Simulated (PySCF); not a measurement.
C2O4, SMILES `O=C=O.O=C=O`.

Computed with PySCF, CAM-B3LYP/cc-pVDZ, geometry: GFN2-xTB.

Geometry (Å), atoms numbered from 1:

```
O1       2.4996    0.7459    0.0000
C2       1.8866   -0.2184    0.0000
O3       1.2841   -1.1916    0.0000
O4      -2.8832   -0.3454    0.0000
C5      -1.8905    0.2200    0.0000
O6      -0.8976    0.7899    0.0000
```

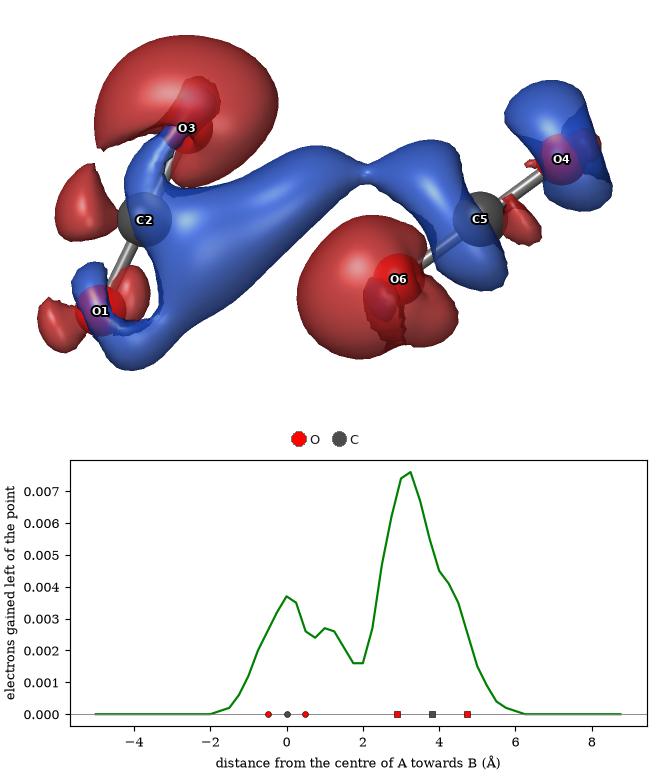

Density of the complex less the densities of the two fragments at the same geometry, ±0.001 e/Å³ (red: gain, blue: loss). Fragment A: CO2 (atoms 1–3); fragment B: CO2. Below: the charge-displacement curve along the line of centres (A on the left).

### Which way does charge flow?

Hirshfeld charges show almost no net transfer (under 0.005 e). By Hirshfeld charges, electrons gather most on O6 (−0.007 e) and leave C5 most (+0.004 e); 0.02 e is displaced in all, which induces a dipole of 0.11 D.

### What is the interaction energy, and which contacts carry it?

The counterpoise-corrected interaction energy of the frozen fragments is −0.6 kcal/mol without dispersion correction and −1.2 kcal/mol with D3(BJ). The pair geometry is semi-empirical, not a minimum at this level. Contacts: O3···O6, 2.95 Å, ρ = 0.008 a.u. The pose is a local one from a semi-empirical search, not shown to be the most stable.
